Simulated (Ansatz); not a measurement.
A series of calculations on TaSiH$_{3}$ClF$_{4}$

Part 1: Relaxation

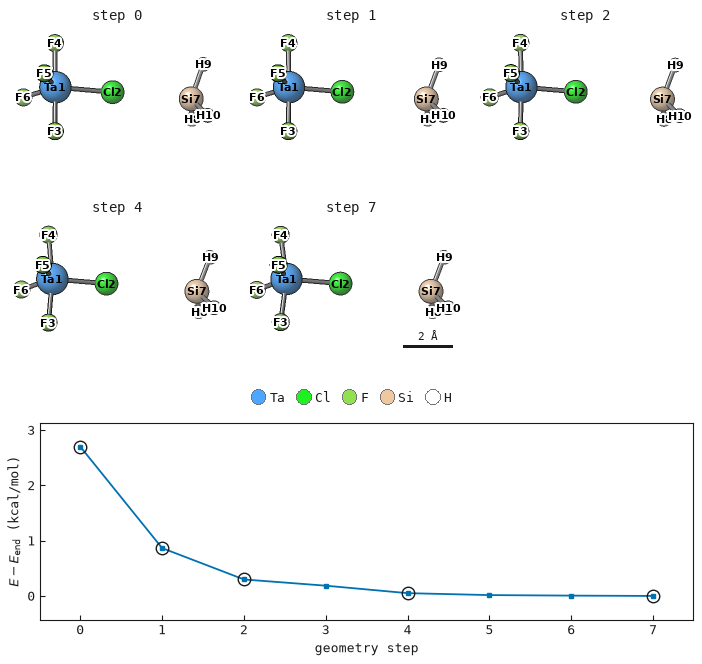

Frames of a relaxation of TaSiH$_{3}$ClF$_{4}$ (multiplicity 2), marked on the history of the run. The picture is a ball-and-stick view, seen at a tilt.

The run prepares an end point of a later path (reaction) calculation, from a guessed geometry.

Computed with Ansatz, UKS PBE/def2-SVP. (collinear spin; force threshold 0.03 eV/Å; at most 50 steps)

Question: What happens along the run?

Answer: F4 moves most after the best rigid fit: 0.35 Å. By element the largest moves are F 0.35 Å, H 0.28 Å, Cl 0.26 Å, Si 0.25 Å, Ta 0.12 Å. Among the contacts that change: Ta1–Cl2 2.424 → 2.291 Å, Ta1–F5 1.867 → 1.875 Å, Si7–H10 1.509 → 1.504 Å. Among the angles between lasting bonds that change: F3–Ta1–F4 178.8° → 165.1°, F5–Ta1–F6 121.7° → 129.8°, Cl2–Ta1–F3 90.6° → 97.4°. After 7 geometry steps the energy has fallen by 2.70 kcal/mol. The largest force component goes from 1.4 to 0.0027 eV/Å. From step 0 to 1: Cl2 moves most (0.18 Å), energy −1.83 kcal/mol. From step 1 to 2: Si and H atoms move most (0.09 Å), energy −0.57 kcal/mol. From step 2 to 4: F atoms move most (0.16 Å), energy −0.25 kcal/mol. From step 4 to 7: F4 moves most (0.08 Å), energy −0.05 kcal/mol.

```json
{"step": "0", "E − E(0), kcal/mol": "0.00", "largest force component, eV/Å": "1.3587"}
{"step": "1", "E − E(0), kcal/mol": "-1.83", "largest force component, eV/Å": "0.7703"}
{"step": "2", "E − E(0), kcal/mol": "-2.40", "largest force component, eV/Å": "0.0965"}
{"step": "3", "E − E(0), kcal/mol": "-2.51", "largest force component, eV/Å": "0.1043"}
{"step": "4", "E − E(0), kcal/mol": "-2.65", "largest force component, eV/Å": "0.0471"}
{"step": "5", "E − E(0), kcal/mol": "-2.68", "largest force component, eV/Å": "0.0392"}
{"step": "6", "E − E(0), kcal/mol": "-2.69", "largest force component, eV/Å": "0.0419"}
{"step": "7", "E − E(0), kcal/mol": "-2.70", "largest force component, eV/Å": "0.0027"}
```

Limits of the set-up: the start holds two separate molecules, 3.3 Å apart at their closest, whose relative position is a soft coordinate and is computed without a dispersion correction.

Part 2: Relaxation

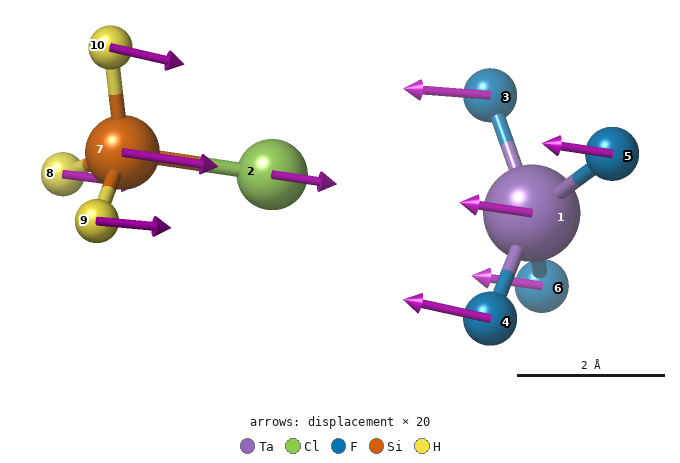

A relaxation of TaSiH3ClF4 (multiplicity 2). The starting structure is drawn; purple arrows show the displacements, 20 times their true length. The two geometries are superimposed by the best rigid fit.

A ball-and-stick model, seen at a tilt.

The run prepares an end point of a later path (reaction) calculation, from a guessed geometry.

The calculation used UKS PBE/def2-SVP (Ansatz 0.2.0). Set-up: collinear spin; force threshold 0.03 eV/Å; at most 50 steps.

Q: What happened in the run?

A: The atom that moves furthest after the best rigid fit is Si7 (0.068 Å). Largest moves by element: Si 0.068 Å, F 0.062 Å, H 0.054 Å, Ta 0.051 Å, Cl 0.046 Å. Some distances before and after: Ta1–Cl2 3.672 → 3.574 Å, Cl2–Si7 2.118 → 2.096 Å. After 2 geometry steps the energy has fallen by 0.007 eV. The largest force component goes from 0.44 to 0.01 eV/Å.

Limits of the set-up: the start holds two separate molecules, 3.6 Å apart at their closest, whose relative position is a soft coordinate and is computed without a dispersion correction.

Part 3: Path

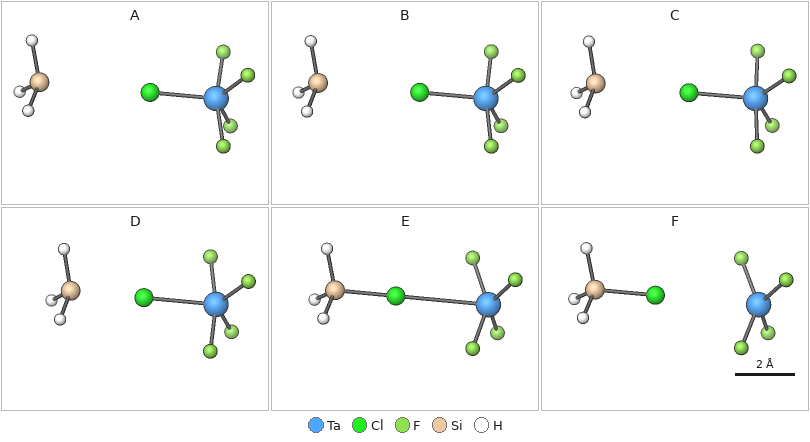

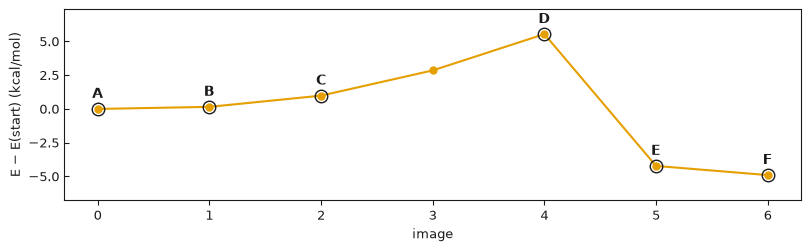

A nudged-elastic-band calculation for TaSiH$_{3}$ClF$_{4}$ (multiplicity 2), made up at the start of TaClF$_{4}$ and SiH₃. Images are numbered from 0 (start) to 6 (end). Frames A to F are images 0, 1, 2, 4, 5, 6. The picture is a ball-and-stick view, seen at a tilt.

These are results of Ansatz 0.2.0, UKS PBE/def2-SVP, not measurements. Settings: 5 movable images; climbing image; force threshold 0.05 eV/Å; iteration limit 60; starting path through a guess of the saddle point.

Question: What happens along the path, and what is the barrier?

Answer: Breaking: Cl–Ta (2.29 → 3.57 Å). Forming: Cl–Si (3.83 → 2.10 Å). The highest point, image 4, lies 5.5 kcal/mol above the start and 10.4 kcal/mol above the end; the end is at −4.9 kcal/mol relative to the start. The band converged in 11 iterations. The largest component of the band force went from 2.3 to 0.05 eV/Å. The climbing image converged on the top of the path. Its vibrational analysis gives 3 imaginary modes over 30i cm⁻¹, so it isn't confirmed as a transition state.

Limits of the set-up: the start holds two separate molecules, 3.8 Å apart at their closest, whose relative position is a soft coordinate and is computed without a dispersion correction.

Cost: 3.3 min on 4 threads of Arm Neoverse V2, on a shared host, peak memory 0.27 GiB.
